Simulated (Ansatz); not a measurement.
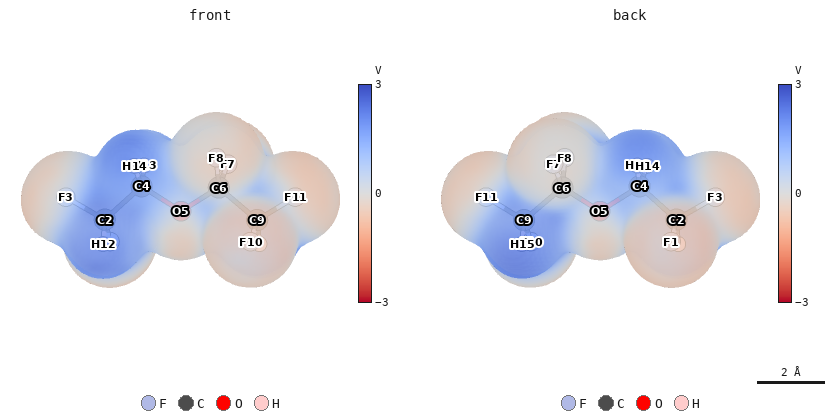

*C₄H₄F₆O (SMILES FC(F)COC(F)(F)C(F)F). The electrostatic potential painted on the density surface at 0.004 e/bohr³, seen from the front and from behind; red is negative and blue positive.*

Geometry: PBE0-D4/def2-TZVP.

Theory: RKS PBE0-D4/def2-TZVPP in Ansatz 0.2.0.

| atom | x (Å) | y (Å) | z (Å) |
| --- | --- | --- | --- |
| F | -1.1972 | -0.8691 | -2.4543 |
| C | -0.5808 | 0.3198 | -2.2714 |
| F | 0.0493 | 0.6440 | -3.4252 |
| C | 0.4568 | 0.2119 | -1.1837 |
| O | -0.2512 | 0.0127 | 0.0318 |
| C | 0.4997 | -0.1828 | 1.1308 |
| F | 1.2545 | -1.3012 | 1.0251 |
| F | 1.3604 | 0.8333 | 1.3409 |
| C | -0.4411 | -0.3433 | 2.3320 |
| F | -1.1377 | 0.7927 | 2.5047 |
| F | 0.2914 | -0.5705 | 3.4340 |
| H | -1.3460 | 1.0730 | -2.0596 |
| H | 1.1164 | -0.6324 | -1.3994 |
| H | 1.0353 | 1.1375 | -1.1462 |
| H | -1.1315 | -1.1762 | 2.1696 |

Where is the surface potential most negative and most positive?

Answer. The most negative region (about −0.6 V) lies over F1, F3 and F11, the most positive (about +2.2 V) over H15.
